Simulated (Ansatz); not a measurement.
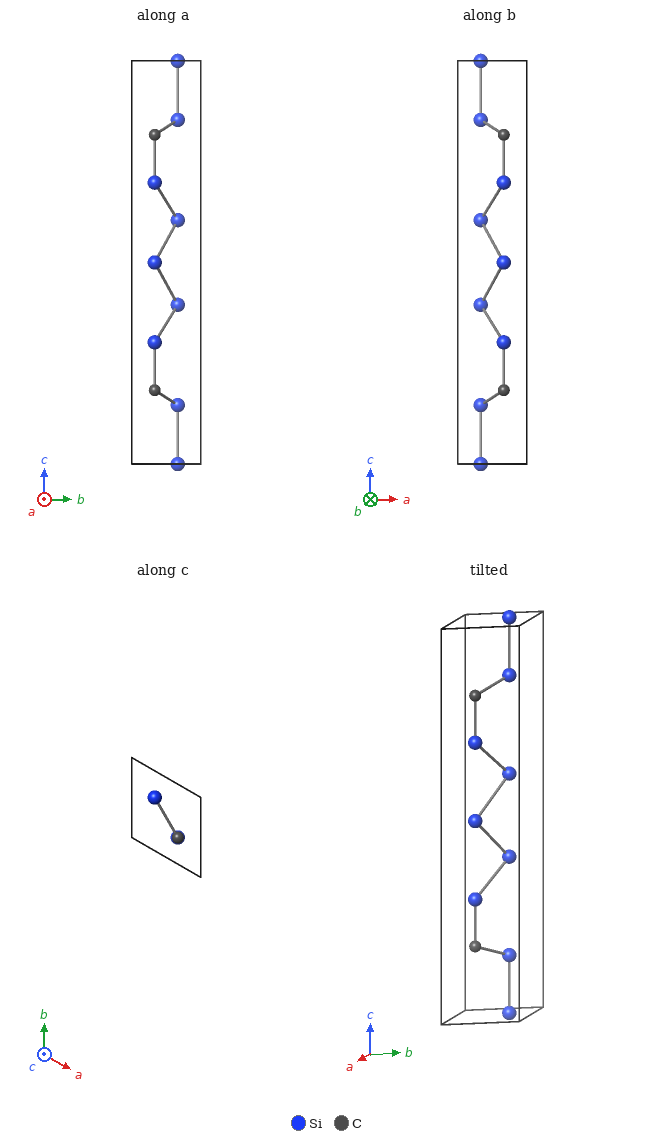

Drawn in the ball-and-stick manner and seen along the a axis, along the b axis, along the c axis and slightly off an axis. The edges of the conventional unit cell are marked.

Lattice parameters: a = 3.195 Å, b = 3.195 Å, c = 16.113 Å, α = 90.00°, β = 90.00°, γ = 120.00°. Put a along x and b in the xy plane.

> Convert the drawing into a POSCAR file, with free fractional coordinates to two decimals.

```
Si C
1.0
     3.195    0.000    0.000
    -1.597    2.767    0.000
     0.000    0.000   16.113
Si C
8 2
Direct
  0.3333 0.6667 0.00
  0.3333 0.6667 0.15
  0.3333 0.6667 0.40
  0.3333 0.6667 0.60
  0.3333 0.6667 0.85
  0.6667 0.3333 0.30
  0.6667 0.3333 0.50
  0.6667 0.3333 0.70
  0.6667 0.3333 0.18
  0.6667 0.3333 0.82
```

Source of the structure: a structure type filled with these elements by a generator (whether the compound takes this form wasn't checked). Earlier steps of the study may have refined or changed the cell and positions. A calculation with Ansatz used it as input.
